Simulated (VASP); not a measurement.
Band structure of Zn (hcp). Calculation: RPBE GGA, VASP's PBE PAW potentials (set 64) (plane waves; VASP).

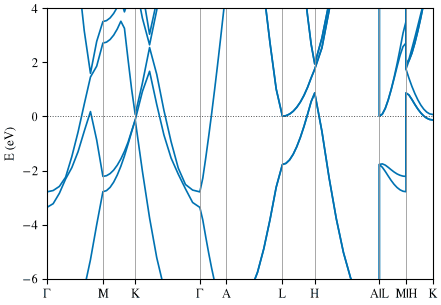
Figure. Bands along high-symmetry lines, zero at the valence-band maximum or, without a gap, the Fermi level

Q: Read the plot: is there a gap, and where are the band edges?

A: It has no gap at this level: it comes out as a metal or semimetal. (Edges off the drawn lines would not show.)

The compound is Zn in the hcp structure. It was relaxed first.
